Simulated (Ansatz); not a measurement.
**Work function of Ta(110): what the settings cost and change**

How far do functional and pseudopotentials move the work function of Ta(110), and at what cost?

Calculated with Ansatz 0.2.0; plane-wave DFT, PBE, Ansatz PAW, in the first sound run; inputs show where later runs differ.

The experiments to compare with:

For Ta (clean (110) face, a compiled value), “Anisotropic work function of elemental crystals” (2019, arxiv:1902.07811) quotes earlier work: work function (clean (110) face, a compiled value) 4.74 eV.

### 1. The structure

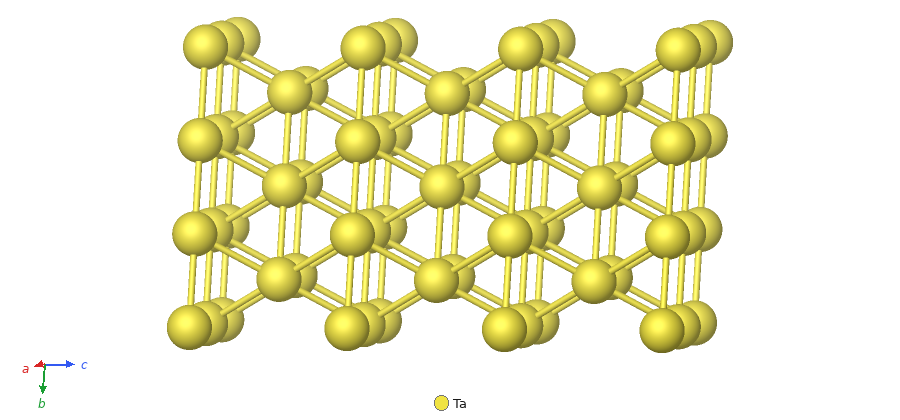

The cell as given, from the side, with the c axis across the page (tantalum yellow). 2×3×1 cells are drawn. Some periodic images of atoms are drawn too.

The cell holds 7 atoms: 7 Ta. Cell: a = 2.867 Å, b = 2.867 Å, c = 32.043 Å, α = 90.0°, β = 90.0°, γ = 70.5°. Vacuum lies along c.

### 2. Slab, setting PBE, Ansatz PAW (420 eV)

A work function rests on the faint tail of the density, so the SCF threshold is tight. PBE on the default files comes first; the next runs keep the geometry and change functional or files, each at the cutoff that its files recommend; a relaxation and, for heavy metals, spin-orbit coupling close the ladder.

The input, input.yaml:

```yaml
crystal:
  lattice:
    - [2.3405234457, -1.655, 0.0]
    - [2.3405234457, 1.655, 0.0]
    - [0.0, 0.0, 32.0431406744]
  atoms:
    - { symbol: Ta, position: [0.0, 0.0, 0.2808713444] }
    - { symbol: Ta, position: [0.5, 0.5, 0.3539142296] }
    - { symbol: Ta, position: [0.0, 0.0, 0.4269571148] }
    - { symbol: Ta, position: [0.5, 0.5, 0.5] }
    - { symbol: Ta, position: [0.0, 0.0, 0.5730428852] }
    - { symbol: Ta, position: [0.5, 0.5, 0.6460857704] }
    - { symbol: Ta, position: [0.0, 0.0, 0.7191286556] }
kpoints:
  mp_grid: { grid: [15, 15, 1] }
hamiltonian:
  xc: pbe
scf:
  occupations: { method: fermi_dirac, width: 0.1 }
  convergence: { dr2_threshold: 1.0e-09 }
efield:
  axis: 3
  dipole_correction: true
  ramp_position: 0.97
  ramp_width: 0.06
output:
  write_potential: true
  write_density: true
  volumetric_format: npy
  elf: true
```

The run is started by

```bash
$ ansatz run input.yaml --threads 2 --pin off --max-ram 3072MiB --backend cpu --events-out ev --progress --plain --runs-dir out
```

Numbers of over 12 decimals in the logs are rounded to 6 here.

The log of the run:

```text
Engine: ansatz 0.2.0, aarch64-unknown-linux-gnu
Pseudopotentials: kind: paw
Pseudopotential: Ta, paw, valence charge 13, recommended cutoff 420 eV (normal), Ta.paw.azcp
Functional definition: PBE
  parameter kappa = 0.804
  parameter beta = 0.066725
  exchange = pbe_x(kappa = kappa, mu = beta*pi^2/3)
  correlation = pbe_c(beta = beta)
Crystal: 7 atoms, lattice volume = 248.242 Å³
Basis set: ecut = 420 eV, 4877 PW (Γ)
Bands: 55, of which v1, the nominal top of the filled ones, is band 46 counted from 1 (45 counted from 0)
Symmetry: 4 space group operations
k-points: 64 of 225
Non-local potential: Ta, projectors of the file, l = 0: 3, l = 1: 2, l = 2: 2, l = 3: 1
PAW form: soft (Blöchl's): semilocal exchange-correlation on the pseudo side does not see the compensation charge
PAW one-centre angular grid: Ta, 590 points (default); XC on 64 Gauss nodes
Initial density: superposition of atomic densities (neutral atoms: chi_scale 0, normalization atom), corrected by the library's trained network
Initial wavefunctions: pseudopotential atomic-orbital guess
Functional: x = pbe(κ = 0.804, μ = 0.219515), c = pbe(β = 0.066725)
SCF iter   1: F=—  HF=-69523.769330 eV  |F-HF|=—  |Δ(HF+E_count)|=         —  Δρ=1.09e-2  dr2=1.76e1  ethr=1.77e-3  p=0.000 e·Å  D=9.43e-14 V/Å  ΔV_dip=-0.00 eV  dr2_dipole=7.51e-8  V_vac-E_F(+/−)=5.16/5.15 eV  ⟨swp⟩=8.1  Hψ=16349  notcnv=0
efield: sawtooth ramp at fractional position 0.9700 (set: `efield.ramp_position`, or a place that a band, a saddle search or an elastic batch's reference lends), width 0.0600; the density the first Hamiltonian is built on has a dipole p = 0.000 e·Å; the dipole correction subtracts the counter field D = 9.43e-14 V/Å, which shifts the + side's vacuum level by -0.00 eV against the − side's; the planar-averaged density in the ramp window peaks in size at 1.5e-5 e/Å³
preconditioner: auto → LDOS  [metal: Δε(μ)=0.006 eV  Ē_g=3.945 eV  σ=0.100 eV  W_gap=0.02  n_scr=22 (ndim 8)  ℏωp=13.9 eV  f_vac=0.434  D(μ)=9.02/eV (n_scr^D=70)  β→1.0]
SCF iter   2: F=—  HF=-69523.572886 eV  |F-HF|=—  |Δ(HF+E_count)|=   1.96e-1  Δρ=1.79e-3  dr2=7.99e-3  ethr=1.77e-3  p=-0.000 e·Å  D=-4.00e-5 V/Å  ΔV_dip=0.00 eV  dr2_dipole=1.78e-6  V_vac-E_F(+/−)=4.81/4.81 eV  ⟨swp⟩=3.1  Hψ=4449  notcnv=0  defer=4
SCF iter   3: F=—  HF=-69523.575229 eV  |F-HF|=—  |Δ(HF+E_count)|=   2.34e-3  Δρ=5.52e-4  dr2=3.71e-3  ethr=8.78e-6  p=-0.000 e·Å  D=-1.09e-5 V/Å  ΔV_dip=0.00 eV  dr2_dipole=1.84e-8  V_vac-E_F(+/−)=4.81/4.81 eV  ⟨swp⟩=3.0  Hψ=7002  notcnv=0  defer=6
SCF iter   4: F=—  HF=-69523.575060 eV  |F-HF|=—  |Δ(HF+E_count)|=   1.69e-4  Δρ=1.69e-4  dr2=2.25e-4  ethr=4.08e-6  p=-0.000 e·Å  D=-7.37e-6 V/Å  ΔV_dip=0.00 eV  dr2_dipole=5.59e-9  V_vac-E_F(+/−)=4.79/4.79 eV  ⟨swp⟩=2.2  Hψ=5972  notcnv=0  defer=6
SCF iter   5: F=—  HF=-69523.575054 eV  |F-HF|=—  |Δ(HF+E_count)|=   6.13e-6  Δρ=3.87e-5  dr2=5.22e-6  ethr=2.47e-7  p=-0.000 e·Å  D=-3.01e-6 V/Å  ΔV_dip=0.00 eV  dr2_dipole=2.39e-12  V_vac-E_F(+/−)=4.79/4.79 eV  ⟨swp⟩=2.1  Hψ=6035  notcnv=0  defer=6
SCF iter   6: F=—  HF=-69523.575032 eV  |F-HF|=—  |Δ(HF+E_count)|=   2.21e-5  Δρ=1.33e-5  dr2=5.35e-7  ethr=5.74e-9  p=-0.000 e·Å  D=-1.24e-6 V/Å  ΔV_dip=0.00 eV  dr2_dipole=2.08e-11  V_vac-E_F(+/−)=4.79/4.79 eV  ⟨swp⟩=3.2  Hψ=7329  notcnv=0  defer=4
SCF iter   7: F=—  HF=-69523.575032 eV  |F-HF|=—  |Δ(HF+E_count)|=   2.95e-7  Δρ=3.11e-6  dr2=4.34e-8  ethr=5.88e-10  p=-0.000 e·Å  D=-4.74e-7 V/Å  ΔV_dip=0.00 eV  dr2_dipole=2.96e-12  V_vac-E_F(+/−)=4.79/4.79 eV  ⟨swp⟩=2.1  Hψ=5810  notcnv=0  defer=4
SCF iter   8: F=—  HF=-69523.575033 eV  |F-HF|=—  |Δ(HF+E_count)|=   3.09e-8  Δρ=9.32e-7  dr2=8.17e-9  ethr=4.77e-11  p=-0.000 e·Å  D=-1.79e-7 V/Å  ΔV_dip=0.00 eV  dr2_dipole=2.75e-12  V_vac-E_F(+/−)=4.79/4.79 eV  ⟨swp⟩=2.2  Hψ=4999  notcnv=0  defer=4
SCF iter   9: F=-69523.575033 eV  HF=-69523.575033 eV  |F-HF|=1.46e-10  |Δ(HF+E_count)|=   1.86e-9  Δρ=2.60e-7  dr2=3.20e-10  ethr=1.10e-12  p=-0.000 e·Å  D=-5.82e-8 V/Å  ΔV_dip=0.00 eV  dr2_dipole=1.45e-15  V_vac-E_F(+/−)=4.79/4.79 eV  ⟨swp⟩=7.9  Hψ=13213  notcnv=0
SCF 1 converged in 9 iterations: F = -69523.575033 eV  dr2 = 3.20e-10
  greatest PAW one-centre occupation: 0.999 electrons in one spin orbital (limit 2), on the Ta atom at site 3 (counted from 0), in its partial waves of l = 0
WARN: The output density's exchange-correlation potential varies sharply where the density is thin. Do not read a vacuum level from v_tot or v_xc, or from such a field of the output density. On a cell that repeats whose density bears no net charge and no dipole along the vacuum's axis use v_es (v_loc + v_h of the components); under efield.dipole_correction with no amplitude use v_es + v_field, which holds any externa [...]
SCF converged after 9 iterations
Free energy (F): -69523.575033 eV
Harris-Foulkes:  -69523.575033 eV  (|F-HF|=1.46e-10)
Internal energy: -69523.261521 eV  (E = F + TS)
E sigma→0 (E₀):  -69523.418277 eV
Entropy (-TS):   -0.313511 eV (-44.787 meV/atom)
Fermi energy:    7.273171 eV
Dipole field:    D = -0.000000 V/Å  (p = -0.000000 e·Å, saw-weighted, corrected)
Work function:   Φ+ = 4.7887 eV   Φ− = 4.7888 eV
Levels:          The Fermi level and band energies are counted from a zero that moves with the ramp; work functions are not
--- Per-component energies (eV) ---
  E_band       = -1765.743677
  E_kinetic    = 2554.280831
  E_local      = -128828.550699  (includes V_loc(G=0)·N_el)
  E_nonlocal   = 103.656124
  E_hartree    = 63308.560758
  E_xc         = -1524.967719
  E_vxc        = -1422.659671  (∫ρ·V_xc dr)
  E_paw        = -58775.606135  (= ΣΔE_a)
  E_vpaw       = -789.588936  (= ΣTr[D̂ρ^β])
  E_aug_tail   = 0.000969  (compensation charges beyond the density's cutoff)
  E_efield     = 0.000000  (sawtooth field / dipole correction)
  E_vefield    = 0.000000  (∫n·V_field dr)
  E_ewald      = 53639.364350
  E_smearing   = -0.313511  (= −TS)
  E_closure    = 0.000000  (closes the sum)
  Σ components = -69523.575033   (vs F -69523.575033, Δ=0.00e0)
--- Band table (eV; the first three rows and the last of 64) ---
  k-point 0: bands = [... 42 lower, 7.3794, 7.3985, 7.5040, 7.7366, 7.8579, 7.9231, 7.9911, 8.1513, ... 5 higher]
  k-point 1: bands = [... 42 lower, 7.2387, 7.3020, 7.4947, 7.6558, 7.7926, 7.8239, 7.9913, 8.1836, ... 5 higher]
  k-point 2: bands = [... 42 lower, 7.0054, 7.1318, 7.3071, 7.4346, 7.5813, 7.5814, 7.8169, 8.2712, ... 5 higher]
  k-point 63: bands = [... 42 lower, 7.0498, 7.7211, 7.9967, 8.8169, 9.1433, 9.3528, 9.3547, 9.8740, ... 5 higher]
```

Wall time 2 min (2 threads of Arm Neoverse N1, shared host); peak memory 1.1 GiB.

Numbers from this step:

```
energy at zero smearing   : -69523.4183 eV
work function, upper face : 4.789 eV
```

Running mean over 2.341 Å of the planar mean; the ramp of the sawtooth is left out. Electron's electrostatic potential energy less the Fermi level against z:

```csv
z (Å),electron's electrostatic potential energy less the Fermi level (eV)
5.0,4.77
7.5,-0.270
10.0,-10.0
12.5,-9.98
15.0,-9.98
17.5,-9.98
20.0,-10.00
22.5,-10.1
25.0,2.75
27.5,4.78
```

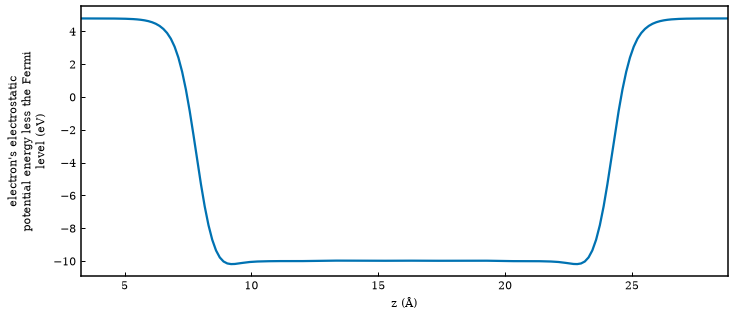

Electron's electrostatic potential energy less the Fermi level, plotted against z.

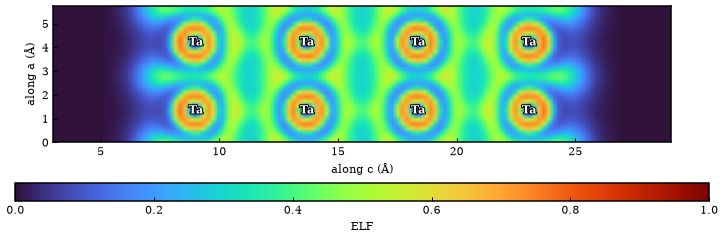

ELF in the ca plane at fractional y = 0.000, with atoms of Ta within 0.2 Å of it. It is the smooth field of the valence electrons, not physical close to the nuclei. The map starts off the cell's origin, so that atoms lie inside it. The far vacuum is left out of the map.

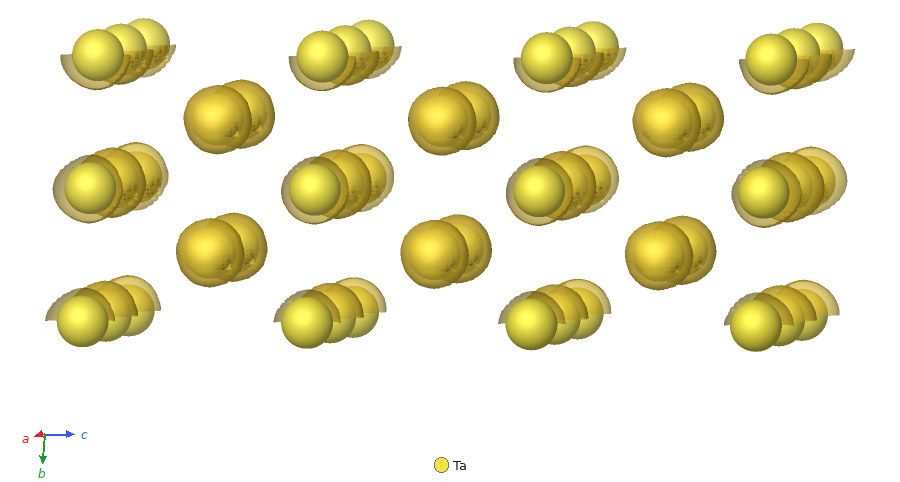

Surface of ELF = 0.69. 2×2×1 cells are drawn.

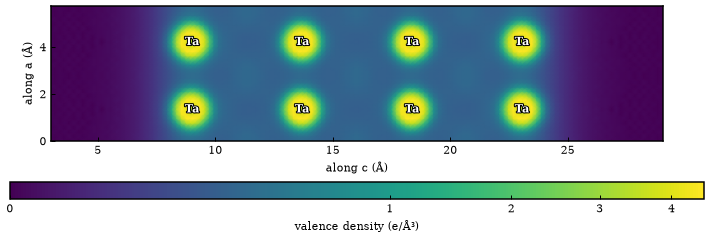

Valence density in the ca plane at fractional y = 0.000, with atoms of Ta within 0.2 Å of it. It is the smooth field of the valence electrons, not physical close to the nuclei. The map starts off the cell's origin, so that atoms lie inside it. The colour scale is stretched toward low values. The far vacuum is left out of the map.

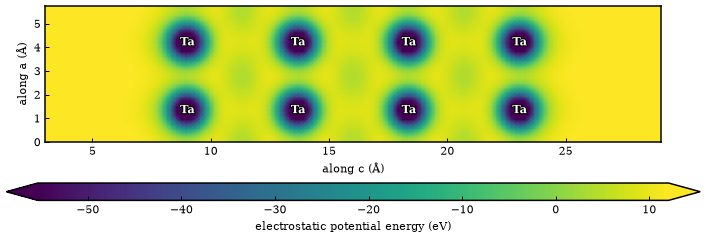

Electrostatic potential energy in the ca plane at fractional y = 0.000, with atoms of Ta within 0.2 Å of it. With pseudopotentials it is smooth inside the atoms' cores, unlike the true potential. The map starts off the cell's origin, so that atoms lie inside it. The far vacuum is left out of the map.

The work function is 4.789 eV.

### 3. Slab

This step: plane-wave DFT, LDA, Ansatz PAW (Ansatz 0.2.0).

Changes to input.yaml since step 2:

```diff
@@ -16,3 +16,3 @@
 hamiltonian:
-  xc: pbe
+  xc: lda
 scf:
@@ -29,2 +29 @@
   volumetric_format: npy
-  elf: true
```

The log of the run:

```text
[...]
Crystal: 7 atoms, lattice volume = 248.242 Å³
Basis set: ecut = 420 eV, 4877 PW (Γ)
Bands: 55, of which v1, the nominal top of the filled ones, is band 46 counted from 1 (45 counted from 0)
Symmetry: 4 space group operations
k-points: 64 of 225
[...]
k-point 0: bands = [... 42 lower, 7.0872, 7.1230, 7.1684, 7.4087, 7.5163, 7.5884, 7.7728, 7.8087, ... 5 higher]
  k-point 1: bands = [... 42 lower, 6.9799, 6.9854, 7.1618, 7.3241, 7.4631, 7.5904, 7.6542, 7.8428, ... 5 higher]
  k-point 2: bands = [... 42 lower, 6.6841, 6.8127, 6.9762, 7.1965, 7.2455, 7.2531, 7.6007, 7.9342, ... 5 higher]
  k-point 63: bands = [... 42 lower, 6.7363, 7.4792, 7.6810, 8.4926, 8.8955, 9.0093, 9.1422, 9.5435, ... 5 higher]
[key lines of the parts left out:]
SCF converged after 9 iterations
Free energy (F): -67775.476732 eV
Fermi energy:    6.985881 eV
Dipole field:    D = -0.000000 V/Å  (p = -0.000001 e·Å, saw-weighted, corrected)
Work function:   Φ+ = 5.0125 eV   Φ− = 5.0126 eV
```

Run time: 2 min. Hardware: 2 threads; peak memory 1.1 GiB.

The work function is 5.013 eV, +0.224 eV from the run “PBE, Ansatz PAW (420 eV)”, at 0.97 times its CPU time.

### 4. Slab

This step: plane-wave DFT, PBEsol, Ansatz PAW (Ansatz 0.2.0).

Changes to input.yaml since step 3:

```diff
@@ -16,3 +16,3 @@
 hamiltonian:
-  xc: lda
+  xc: pbesol
 scf:
```

The log of the run:

```text
[...]
Crystal: 7 atoms, lattice volume = 248.242 Å³
Basis set: ecut = 420 eV, 4877 PW (Γ)
Bands: 55, of which v1, the nominal top of the filled ones, is band 46 counted from 1 (45 counted from 0)
Symmetry: 4 space group operations
k-points: 64 of 225
[...]
k-point 0: bands = [... 42 lower, 7.2541, 7.2616, 7.3621, 7.5962, 7.7149, 7.7833, 7.8737, 8.0087, ... 5 higher]
  k-point 1: bands = [... 42 lower, 7.1128, 7.1643, 7.3533, 7.5149, 7.6565, 7.7010, 7.8492, 8.0418, ... 5 higher]
  k-point 2: bands = [... 42 lower, 6.8664, 6.9936, 7.1662, 7.3141, 7.4395, 7.4413, 7.7023, 8.1309, ... 5 higher]
  k-point 63: bands = [... 42 lower, 6.9127, 7.6002, 7.8588, 8.6777, 9.0191, 9.2105, 9.2380, 9.7335, ... 5 higher]
[key lines of the parts left out:]
SCF converged after 10 iterations
Free energy (F): -68642.966262 eV
Fermi energy:    7.141564 eV
Dipole field:    D = 0.000000 V/Å  (p = 0.000000 e·Å, saw-weighted, corrected)
Work function:   Φ+ = 4.8782 eV   Φ− = 4.8782 eV
```

It took 2 min on 2 threads; peak memory 1.1 GiB; 4 min of CPU time.

The work function is 4.878 eV, +0.089 eV from the run “PBE, Ansatz PAW (420 eV)”, at 1.00 times its CPU time.

### 5. Slab

This step: plane-wave DFT, RPBE, Ansatz PAW (Ansatz 0.2.0).

Changes to input.yaml since step 4:

```diff
@@ -16,3 +16,3 @@
 hamiltonian:
-  xc: pbesol
+  xc: rpbe
 scf:
```

The log of the run:

```text
[...]
Crystal: 7 atoms, lattice volume = 248.242 Å³
Basis set: ecut = 420 eV, 4877 PW (Γ)
Bands: 55, of which v1, the nominal top of the filled ones, is band 46 counted from 1 (45 counted from 0)
Symmetry: 4 space group operations
k-points: 64 of 225
[...]
k-point 0: bands = [... 42 lower, 7.4761, 7.5121, 7.6231, 7.8538, 7.9784, 8.0355, 8.0813, 8.2717, ... 5 higher]
  k-point 1: bands = [... 42 lower, 7.3366, 7.4176, 7.6131, 7.7742, 7.8908, 7.9313, 8.1113, 8.3041, ... 5 higher]
  k-point 2: bands = [... 42 lower, 7.1209, 7.2471, 7.4254, 7.5260, 7.6985, 7.7008, 7.9002, 8.3923, ... 5 higher]
  k-point 63: bands = [... 42 lower, 7.1628, 7.8116, 8.1098, 8.9353, 9.2345, 9.4361, 9.4805, 9.9916, ... 5 higher]
[key lines of the parts left out:]
SCF converged after 9 iterations
Free energy (F): -69611.571504 eV
Fermi energy:    7.378207 eV
Dipole field:    D = -0.000001 V/Å  (p = -0.000001 e·Å, saw-weighted, corrected)
Work function:   Φ+ = 4.6705 eV   Φ− = 4.6705 eV
```

The job ended after 1.9 min (2 threads; peak memory 1.1 GiB; 3.9 min of CPU time).

The work function is 4.670 eV, -0.118 eV from the run “PBE, Ansatz PAW (420 eV)”, at 0.96 times its CPU time.

### 6. Run

This step: plane-wave DFT, r2SCAN, Ansatz PAW (Ansatz 0.2.0).

Changes to input.yaml since step 5:

```diff
@@ -16,3 +16,3 @@
 hamiltonian:
-  xc: rpbe
+  xc: r2scan
 scf:
```

The log of the run:

```text
[...]
Crystal: 7 atoms, lattice volume = 248.242 Å³
Basis set: ecut = 500 eV, 6279 PW (Γ), exchange–correlation on 96×96×960 points (64 copies of the dense FFT grid, shifted against one another)
Bands: 55, of which v1, the nominal top of the filled ones, is band 46 counted from 1 (45 counted from 0)
Symmetry: 4 space group operations
k-points: 64 of 225
[...]
k-point 0: bands = [... 42 lower, 7.2110, 7.3198, 7.4530, 7.6910, 7.7640, 7.8330, 7.9124, 8.1377, ... 5 higher]
  k-point 1: bands = [... 42 lower, 7.0693, 7.2264, 7.4402, 7.6009, 7.6107, 7.7769, 7.9690, 8.0984, ... 5 higher]
  k-point 2: bands = [... 42 lower, 6.9098, 7.0423, 7.2417, 7.2439, 7.5215, 7.5385, 7.6029, 8.2601, ... 5 higher]
  k-point 63: bands = [... 42 lower, 6.9535, 7.5502, 7.9528, 8.8377, 9.0673, 9.2352, 9.4429, 9.9359, ... 5 higher]
[key lines of the parts left out:]
SCF converged after 10 iterations
Free energy (F): -69607.814754 eV
Fermi energy:    7.144069 eV
Dipole field:    D = -0.000000 V/Å  (p = -0.000000 e·Å, saw-weighted, corrected)
Work function:   Φ+ = 4.8920 eV   Φ− = 4.8920 eV
```

The job ended after 3.6 min (2 threads; peak memory 1.7 GiB).

The work function is 4.892 eV, +0.103 eV from the run “PBE, Ansatz PAW (420 eV)”, at 1.8 times its CPU time.

### 7. Run

This step: plane-wave DFT, PBE, JTH PAW (Ansatz 0.2.0).

Changes to input.yaml since step 6:

```diff
@@ -16,3 +16,4 @@
 hamiltonian:
-  xc: r2scan
+  xc: pbe
+  pseudopotentials: { kind: paw, source: jth }
 scf:
```

The log of the run:

```text
[...]
k-point 0: bands = [... 42 lower, 7.2012, 7.2253, 7.3351, 7.5661, 7.6894, 7.7519, 7.8126, 7.9823, ... 5 higher]
  k-point 1: bands = [... 42 lower, 7.0607, 7.1292, 7.3253, 7.4855, 7.6178, 7.6496, 7.8221, 8.0139, ... 5 higher]
  k-point 2: bands = [... 42 lower, 6.8344, 6.9595, 7.1370, 7.2559, 7.4103, 7.4116, 7.6372, 8.1003, ... 5 higher]
  k-point 63: bands = [... 42 lower, 6.8755, 7.5425, 7.8215, 8.6405, 8.9635, 9.1730, 9.1781, 9.7018, ... 5 higher]
[key lines of the parts left out:]
SCF converged after 13 iterations
Free energy (F): -69249.174762 eV
Fermi energy:    7.097975 eV
Dipole field:    D = 0.000000 V/Å  (p = 0.000000 e·Å, saw-weighted, corrected)
Work function:   Φ+ = 4.7950 eV   Φ− = 4.7950 eV
```

Run time: 10 min. Hardware: 2 threads; peak memory 2.7 GiB.

The work function is 4.795 eV, +0.006 eV from the run “PBE, Ansatz PAW (420 eV)”, at 5.2 times its CPU time.

### 8. Slab

This step: plane-wave DFT, PBE, norm-conserving (Ansatz 0.2.0).

Changes to input.yaml since step 7:

```diff
@@ -17,3 +17,3 @@
   xc: pbe
-  pseudopotentials: { kind: paw, source: jth }
+  pseudopotentials: { kind: nc }
 scf:
```

The log of the run:

```text
[...]
Crystal: 7 atoms, lattice volume = 248.242 Å³
Basis set: ecut = 1000 eV, 17897 PW (Γ)
Bands: 114, of which v1, the nominal top of the filled ones, is band 95 counted from 1 (94 counted from 0)
Symmetry: 4 space group operations
k-points: 64 of 225
[...]
k-point 1: bands = [... 91 lower, 11.3637, 11.4197, 11.6095, 11.7712, 11.9102, 11.9474, 12.1053, 12.2969, ... 15 higher]
  k-point 2: bands = [... 91 lower, 11.1217, 11.2488, 11.4222, 11.5607, 11.6955, 11.6969, 11.9448, 12.3860, ... 15 higher]
  k-point 63: bands = [... 91 lower, 11.1656, 11.8476, 12.1138, 12.9345, 13.2673, 13.4701, 13.4819, 13.9900, ... 15 higher]
[key lines of the parts left out:]
SCF converged after 12 iterations
Free energy (F): -56466.512459 eV
Fermi energy:    11.393593 eV
Dipole field:    D = -0.000000 V/Å  (p = -0.000000 e·Å, saw-weighted, corrected)
Work function:   Φ+ = 4.7824 eV   Φ− = 4.7824 eV
```

Run time: 21 min. Hardware: 2 threads; peak memory 2.8 GiB; 39 min of CPU time.

The work function is 4.782 eV, -0.006 eV from the run “PBE, Ansatz PAW (420 eV)”, at 9.8 times its CPU time.

(Continued in part 2 of 2.)

[Logs are printed without paths, hosts, clocks, repeated set-up lines and the standing remarks that a program may print on its own settings, such as how far it seeks lower states.]

[Hosts, paths, dates, database ids (printed as entryN), source tags and the programs' standing remarks are cut or masked in the printed files.]

[Maps of the electrostatic potential energy from Ansatz leave out the sawtooth potential of an applied field or a dipole correction, so their vacuum need not be flat; planar profiles and work functions include it.]
